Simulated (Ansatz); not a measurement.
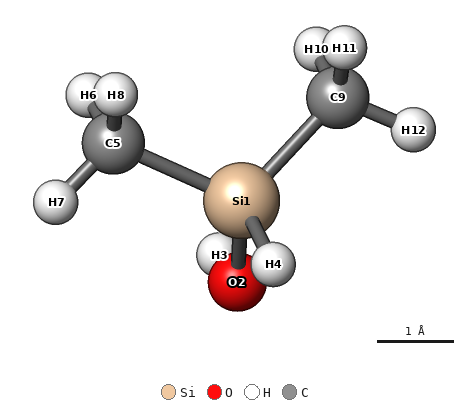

Fig. 1: The starting structure (ball-and-stick view, seen at a tilt; atoms are numbered from 1 in the order of the input).

Run report: C2H8OSi, molecular dynamics (part 1 of 3)

- system: C2H8OSi
- method: RKS B3LYP-D4/def2-SVP (Ansatz 0.2.0)

One setting was made poor on purpose. It belongs to a series of runs on one base structure; here: dynamics from the start. Figures and captions count atoms from 1; the log counts them from 0 in places.

### Input
```yaml
crystal:
  periodic: [false, false, false]
  atoms:
    - { symbol: Si, position_ang: [-0.023709, -0.006444, -0.006744] }
    - { symbol: O, position_ang: [0.093493, -0.122875, 1.663422] }
    - { symbol: H, position_ang: [-0.72853, -0.210996, 2.159016] }
    - { symbol: H, position_ang: [1.389216, 0.098742, -0.4655] }
    - { symbol: C, position_ang: [-0.982243, 1.529978, -0.519794] }
    - { symbol: H, position_ang: [-2.034919, 1.47852, -0.19305] }
    - { symbol: H, position_ang: [-0.536383, 2.438952, -0.084714] }
    - { symbol: H, position_ang: [-0.981346, 1.643681, -1.617104] }
    - { symbol: C, position_ang: [-0.828148, -1.540728, -0.74281] }
    - { symbol: H, position_ang: [-1.876589, -1.644491, -0.414749] }
    - { symbol: H, position_ang: [-0.829645, -1.492127, -1.844893] }
    - { symbol: H, position_ang: [-0.287896, -2.453713, -0.444679] }
basis:
  gaussian: { orbitals: def2-SVP }
hamiltonian:
  xc: b3lyp
  dispersion: d4
md:
  timestep: 2.5
  n_steps: 40
  ensemble: nvt_langevin
  temperature: 50.0
  initial_velocities: maxwell_boltzmann
  seed: 62197
  friction: 0.005
```

Launched with:
```bash
ansatz run input.yaml --threads 2 --pin off --max-ram 3072MiB --backend cpu --events-out ev --progress --plain --runs-dir out
```

### Output
```
Engine: ansatz 0.2.0, aarch64-unknown-linux-gnu
Functional definition: B3LYP
  parameter a0 = 0.2
  parameter ax = 0.72
  parameter ac = 0.81
  exchange = (1 - a0 - ax)*slater_x + ax*b88_x + a0*exact_x
  correlation = (1 - ac)*vwn_rpa_c + ac*lyp_c
1076 factors; integrals over basis functions are off by at most 4.5e-4 eV
mean field evaluation 1: about -12113.9309 eV, gradient 7.5e1 eV
mean field evaluation 2: about -12105.8984 eV, gradient 9.5e1 eV
mean field evaluation 4: about -12125.8404 eV, gradient 3.7e0 eV
mean field evaluation 8: about -12125.8747 eV, gradient 6.5e-2 eV
mean field -12125.87469191 eV, -445.6176757147 hartree, gradient 7.4e-5 eV, S^2 0.000000; 0 other end points of the search recorded, 0 dependent functions left out
the calculation of the forces begins
reference -12125.87493086 eV, -445.6176844960 hartree; 21, 21 occupied and 79, 79 virtual orbitals, 1076 factors
md step     0: t =     0.00 fs  T =    45.8 K  F+E_penalty+E_count = -12126.21120892 eV  E_kin = 0.071093 eV  (23 SCF iters)
these checks for a lower state are left out or cut short: starts, cluster_reference, orbital_swaps, neighbouring_geometries, increment
1076 factors; integrals over basis functions are off by at most 4.5e-4 eV
mean field evaluation 16: about -12125.8013 eV, gradient 2.4e0 eV
mean field -12125.82105637 eV, -445.6157046449 hartree, gradient 2.9e-5 eV, S^2 0.000000; 0 other end points of the search recorded, 0 dependent functions left out
[... from here on the field's lines of each further geometry are left out, up to the last ...]
md step     1: t =     2.50 fs  T =    29.7 K  F+E_penalty+E_count = -12126.15802602 eV  E_kin = 0.046016 eV  (25 SCF iters, 5 dispersion substeps)
md step     2: t =     5.00 fs  T =    33.3 K  F+E_penalty+E_count = -12126.16607303 eV  E_kin = 0.051638 eV  (24 SCF iters, 5 dispersion substeps)
md step     3: t =     7.50 fs  T =    19.0 K  F+E_penalty+E_count = -12126.13543187 eV  E_kin = 0.029517 eV  (24 SCF iters, 5 dispersion substeps)
md step     4: t =    10.00 fs  T =    33.3 K  F+E_penalty+E_count = -12126.17332259 eV  E_kin = 0.051653 eV  (24 SCF iters, 5 dispersion substeps)
md step     5: t =    12.50 fs  T =    21.1 K  F+E_penalty+E_count = -12126.12276238 eV  E_kin = 0.032746 eV  (24 SCF iters, 5 dispersion substeps)
md step     6: t =    15.00 fs  T =    34.6 K  F+E_penalty+E_count = -12126.17220808 eV  E_kin = 0.053636 eV  (25 SCF iters, 5 dispersion substeps)
md step     7: t =    17.50 fs  T =    30.5 K  F+E_penalty+E_count = -12126.15548981 eV  E_kin = 0.047255 eV  (24 SCF iters, 5 dispersion substeps)
md step     8: t =    20.00 fs  T =    46.3 K  F+E_penalty+E_count = -12126.18222121 eV  E_kin = 0.071746 eV  (24 SCF iters, 5 dispersion substeps)
md step     9: t =    22.50 fs  T =    39.3 K  F+E_penalty+E_count = -12126.15117921 eV  E_kin = 0.061025 eV  (24 SCF iters, 5 dispersion substeps)
md step    10: t =    25.00 fs  T =    45.4 K  F+E_penalty+E_count = -12126.18058025 eV  E_kin = 0.070435 eV  (24 SCF iters, 5 dispersion substeps)
md step    11: t =    27.50 fs  T =    30.8 K  F+E_penalty+E_count = -12126.13975744 eV  E_kin = 0.047839 eV  (25 SCF iters, 5 dispersion substeps)
md step    12: t =    30.00 fs  T =    32.9 K  F+E_penalty+E_count = -12126.15768259 eV  E_kin = 0.051010 eV  (25 SCF iters, 5 dispersion substeps)
md step    13: t =    32.50 fs  T =    21.2 K  F+E_penalty+E_count = -12126.12149602 eV  E_kin = 0.032903 eV  (24 SCF iters, 5 dispersion substeps)
md step    14: t =    35.00 fs  T =    31.0 K  F+E_penalty+E_count = -12126.16292702 eV  E_kin = 0.048066 eV  (25 SCF iters, 5 dispersion substeps)
md step    15: t =    37.50 fs  T =    24.2 K  F+E_penalty+E_count = -12126.13888493 eV  E_kin = 0.037569 eV  (25 SCF iters, 5 dispersion substeps)
md step    16: t =    40.00 fs  T =    29.3 K  F+E_penalty+E_count = -12126.14650359 eV  E_kin = 0.045474 eV  (25 SCF iters, 5 dispersion substeps)
md step    17: t =    42.50 fs  T =    30.1 K  F+E_penalty+E_count = -12126.14654144 eV  E_kin = 0.046626 eV  (25 SCF iters, 5 dispersion substeps)
md step    18: t =    45.00 fs  T =    45.9 K  F+E_penalty+E_count = -12126.17975598 eV  E_kin = 0.071129 eV  (26 SCF iters, 5 dispersion substeps)
md step    19: t =    47.50 fs  T =    33.6 K  F+E_penalty+E_count = -12126.14240127 eV  E_kin = 0.052150 eV  (24 SCF iters, 5 dispersion substeps)
md step    20: t =    50.00 fs  T =    36.0 K  F+E_penalty+E_count = -12126.16340433 eV  E_kin = 0.055768 eV  (24 SCF iters, 5 dispersion substeps)
md step    21: t =    52.50 fs  T =    29.3 K  F+E_penalty+E_count = -12126.14756108 eV  E_kin = 0.045485 eV  (24 SCF iters, 5 dispersion substeps)
md step    22: t =    55.00 fs  T =    41.4 K  F+E_penalty+E_count = -12126.16608168 eV  E_kin = 0.064169 eV  (24 SCF iters, 5 dispersion substeps)
md step    23: t =    57.50 fs  T =    32.5 K  F+E_penalty+E_count = -12126.13596662 eV  E_kin = 0.050476 eV  (24 SCF iters, 5 dispersion substeps)
md step    24: t =    60.00 fs  T =    36.5 K  F+E_penalty+E_count = -12126.15005464 eV  E_kin = 0.056684 eV  (25 SCF iters, 5 dispersion substeps)
md step    25: t =    62.50 fs  T =    30.9 K  F+E_penalty+E_count = -12126.13468135 eV  E_kin = 0.047910 eV  (24 SCF iters, 5 dispersion substeps)
md step    26: t =    65.00 fs  T =    40.7 K  F+E_penalty+E_count = -12126.16162580 eV  E_kin = 0.063062 eV  (25 SCF iters, 5 dispersion substeps)
md step    27: t =    67.50 fs  T =    37.8 K  F+E_penalty+E_count = -12126.14136565 eV  E_kin = 0.058676 eV  (25 SCF iters, 5 dispersion substeps)
md step    28: t =    70.00 fs  T =    45.0 K  F+E_penalty+E_count = -12126.16938721 eV  E_kin = 0.069824 eV  (24 SCF iters, 5 dispersion substeps)
md step    29: t =    72.50 fs  T =    39.5 K  F+E_penalty+E_count = -12126.14870459 eV  E_kin = 0.061239 eV  (24 SCF iters, 5 dispersion substeps)
md step    30: t =    75.00 fs  T =    47.4 K  F+E_penalty+E_count = -12126.16081770 eV  E_kin = 0.073545 eV  (25 SCF iters, 5 dispersion substeps)
md step    31: t =    77.50 fs  T =    43.4 K  F+E_penalty+E_count = -12126.14702532 eV  E_kin = 0.067339 eV  (24 SCF iters, 5 dispersion substeps)
md step    32: t =    80.00 fs  T =    45.4 K  F+E_penalty+E_count = -12126.16212732 eV  E_kin = 0.070460 eV  (24 SCF iters, 5 dispersion substeps)
md step    33: t =    82.50 fs  T =    31.4 K  F+E_penalty+E_count = -12126.13119505 eV  E_kin = 0.048657 eV  (25 SCF iters, 5 dispersion substeps)
md step    34: t =    85.00 fs  T =    39.7 K  F+E_penalty+E_count = -12126.14853265 eV  E_kin = 0.061598 eV  (24 SCF iters, 5 dispersion substeps)
md step    35: t =    87.50 fs  T =    42.7 K  F+E_penalty+E_count = -12126.13574849 eV  E_kin = 0.066240 eV  (24 SCF iters, 5 dispersion substeps)
md step    36: t =    90.00 fs  T =    58.5 K  F+E_penalty+E_count = -12126.16686242 eV  E_kin = 0.090722 eV  (24 SCF iters, 5 dispersion substeps)
md step    37: t =    92.50 fs  T =    58.5 K  F+E_penalty+E_count = -12126.14985544 eV  E_kin = 0.090775 eV  (24 SCF iters, 5 dispersion substeps)
md step    38: t =    95.00 fs  T =    62.1 K  F+E_penalty+E_count = -12126.15933823 eV  E_kin = 0.096287 eV  (25 SCF iters, 5 dispersion substeps)
md step    39: t =    97.50 fs  T =    51.8 K  F+E_penalty+E_count = -12126.13109711 eV  E_kin = 0.080403 eV  (24 SCF iters, 5 dispersion substeps)
the calculation of the forces begins
reference -12125.82321932 eV, -445.6157841317 hartree; 21, 21 occupied and 79, 79 virtual orbitals, 1076 factors
1076 factors; integrals over basis functions are off by at most 4.5e-4 eV
mean field -12125.82297857 eV, -445.6157752846 hartree, gradient 3.0e-5 eV, S^2 0.000000; 1 other end points of the search recorded, 0 dependent functions left out
the calculation of the forces begins
reference -12125.82321932 eV, -445.6157841317 hartree; 21, 21 occupied and 79, 79 virtual orbitals, 1076 factors
md step    40: t =   100.00 fs  T =    57.4 K  F+E_penalty+E_count = -12126.15880284 eV  E_kin = 0.089073 eV  (25 SCF iters, 5 dispersion substeps)
```

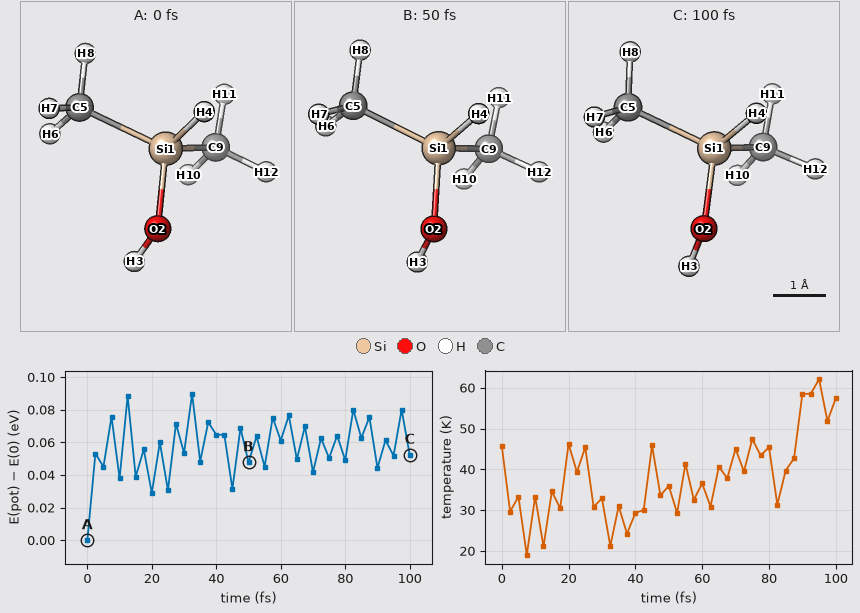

Fig. 2: Frames of the molecular dynamics (ball-and-stick, seen at a tilt) above the curves, on which the letters mark them. The trajectory kept here has 41 frames over 100 fs. The temperature starts at 46 K, ranges from 19 to 62 K and averages 43 K over the second half. The potential energy ends 0.052 eV above its first value. After an unweighted best fit of the last frame on the first, the root-mean-square displacement is 0.09 Å.

```
Total energy: -12126.15904359 eV, -445.6281254460 hartree
Atom 0 at    -0.054390    -0.124555     0.068230 Å, force    -0.065669     0.136627     0.567079 eV/Å
Atom 1 at    -0.124085    -0.089921     1.763449 Å, force     0.200133    -0.075006    -0.518650 eV/Å
Atom 2 at    -0.940990    -0.250123     2.244773 Å, force    -0.122666    -0.005329    -0.138094 eV/Å
Atom 3 at     1.393226    -0.238838    -0.223680 Å, force     0.156558     0.105369    -0.019940 eV/Å
Atom 4 at    -0.811552     1.451469    -0.623894 Å, force    -0.395165    -0.271621    -0.084562 eV/Å
Atom 5 at    -1.906564     1.381725    -0.483680 Å, force     0.004616     0.032252    -0.033990 eV/Å
Atom 6 at    -0.487335     2.331263    -0.060260 Å, force     0.216641     0.231966    -0.011219 eV/Å
Atom 7 at    -0.642407     1.597674    -1.707143 Å, force     0.117841     0.010484     0.175729 eV/Å
Atom 8 at    -0.906812    -1.619636    -0.669278 Å, force     0.253411    -0.635981    -0.154089 eV/Å
Atom 9 at    -1.983777    -1.663355    -0.441656 Å, force    -0.026207    -0.020058    -0.003812 eV/Å
Atom 10 at    -0.786295    -1.656732    -1.772297 Å, force    -0.091660     0.199008     0.185551 eV/Å
Atom 11 at    -0.426824    -2.556220    -0.303210 Å, force    -0.247833     0.292288     0.035997 eV/Å
Dipole moment:    -0.383912    -0.059102    -0.087285 e Å
```

### Trajectory as extended XYZ (Å, eV, eV/Å), 37 of the 41 frames kept, from step=0 to step=40
```
12
Properties=species:S:1:pos:R:3:forces:R:3 step=0 time_fs=0.0 energy=-12126.21121 temperature=45.8
Si   -0.0237   -0.0064   -0.0067    0.0007  -0.0004   0.0000
O     0.0935   -0.1229    1.6634   -0.0008  -0.0004   0.0000
H    -0.7285   -0.2110    2.1590    0.0003   0.0009  -0.0006
H     1.3892    0.0987   -0.4655   -0.0005  -0.0003   0.0004
C    -0.9822    1.5300   -0.5198   -0.0001  -0.0004  -0.0002
H    -2.0349    1.4785   -0.1930    0.0002   0.0000   0.0005
H    -0.5364    2.4390   -0.0847    0.0003   0.0000   0.0000
H    -0.9813    1.6437   -1.6171   -0.0006  -0.0002   0.0003
C    -0.8281   -1.5407   -0.7428   -0.0003   0.0007  -0.0002
H    -1.8766   -1.6445   -0.4147    0.0002   0.0000  -0.0001
H    -0.8296   -1.4921   -1.8449    0.0000   0.0002  -0.0001
H    -0.2879   -2.4537   -0.4447    0.0005  -0.0001   0.0002
12
Properties=species:S:1:pos:R:3:forces:R:3 step=1 time_fs=2.5 energy=-12126.15803 temperature=29.7
Si   -0.0260   -0.0086   -0.0069    0.0506   0.1221   0.0383
O     0.0882   -0.1228    1.6626    0.8160   0.0887  -0.5301
H    -0.7214   -0.2157    2.1412   -0.8933  -0.1045   0.5813
H     1.3827    0.0937   -0.4451    0.1741   0.0335  -0.0876
C    -0.9785    1.5247   -0.5249    0.2433   0.6620   0.1872
H    -2.0288    1.4981   -0.1964   -0.1067  -0.0993  -0.0099
H    -0.5300    2.4412   -0.0569   -0.1743  -0.4881  -0.3415
H    -0.9743    1.6552   -1.6252    0.0257  -0.0010   0.1772
C    -0.8215   -1.5333   -0.7401   -0.4415  -0.8089  -0.1109
H    -1.8929   -1.6181   -0.3872    0.7880  -0.0624  -0.2763
H    -0.8398   -1.5063   -1.8607    0.0113   0.0255   0.5757
H    -0.2606   -2.4627   -0.4309   -0.4932   0.6324  -0.2033
12
Properties=species:S:1:pos:R:3:forces:R:3 step=2 time_fs=5.0 energy=-12126.16607 temperature=33.3
Si   -0.0278   -0.0110   -0.0068    0.0993   0.2017  -0.0763
O     0.0856   -0.1227    1.6598   -1.3225  -0.1832   0.8964
H    -0.7694   -0.2274    2.1583    1.2469   0.1563  -0.7176
H     1.3846    0.0896   -0.4289    0.2041   0.0539  -0.1138
C    -0.9732    1.5225   -0.5293   -0.1080   0.3540   0.2421
H    -2.0284    1.5109   -0.2035   -0.0107  -0.1682  -0.0434
H    -0.5316    2.4151   -0.0473    0.0566  -0.0540  -0.1831
H    -0.9688    1.6676   -1.6224    0.0615   0.0076   0.0154
C    -0.8180   -1.5302   -0.7379   -0.2408  -0.2207  -0.1219
H    -1.8618   -1.5961   -0.3743    0.0993  -0.1689  -0.0760
H    -0.8492   -1.5200   -1.8441    0.0168   0.0896   0.1436
H    -0.2663   -2.4318   -0.4283   -0.1025  -0.0679   0.0346
12
Properties=species:S:1:pos:R:3:forces:R:3 step=3 time_fs=7.5 energy=-12126.13543 temperature=19.0
Si   -0.0294   -0.0131   -0.0070    0.4159   0.2820  -0.1362
O     0.0778   -0.1238    1.6607    0.4683   0.0469  -0.2614
H    -0.7405   -0.2293    2.1331   -0.6145  -0.0782   0.4316
H     1.3984    0.0888   -0.4167    0.0002   0.0490  -0.0807
C    -0.9689    1.5223   -0.5327   -0.4280  -0.2421   0.0426
H    -2.0274    1.5153   -0.2155    0.0087  -0.1823  -0.0381
H    -0.5310    2.3869   -0.0497    0.3619   0.6098   0.1751
H    -0.9573    1.6797   -1.6200    0.0748  -0.0110  -0.1154
C    -0.8169   -1.5285   -0.7362    0.3507   0.4911   0.0922
H    -1.8233   -1.5822   -0.3657   -1.0309  -0.2359   0.2956
H    -0.8562   -1.5268   -1.8173    0.0010   0.1134  -0.6912
H    -0.2790   -2.4045   -0.4223    0.3920  -0.8427   0.2857
12
Properties=species:S:1:pos:R:3:forces:R:3 step=4 time_fs=10.0 energy=-12126.17332 temperature=33.3
Si   -0.0299   -0.0151   -0.0079    0.6690   0.4081  -0.0859
O     0.0716   -0.1251    1.6609    0.3454   0.0348  -0.1991
H    -0.7468   -0.2354    2.1373   -0.4879  -0.0627   0.3381
H     1.4143    0.0899   -0.4078   -0.2252   0.0304  -0.0406
C    -0.9676    1.5217   -0.5360   -0.0077   0.1975   0.1595
H    -2.0276    1.5088   -0.2322   -0.0294  -0.1121  -0.0043
H    -0.5102    2.3917   -0.0406    0.0258   0.1295  -0.0564
H    -0.9359    1.6900   -1.6242    0.0460  -0.0413  -0.0301
C    -0.8149   -1.5249   -0.7331   -0.1489  -0.5581   0.3615
H    -1.8468   -1.5778   -0.3397   -0.0051  -0.1771  -0.1303
H    -0.8604   -1.5260   -1.8272   -0.0018   0.0520  -0.2007
H    -0.2675   -2.4286   -0.3984   -0.1800   0.0988  -0.1116
```
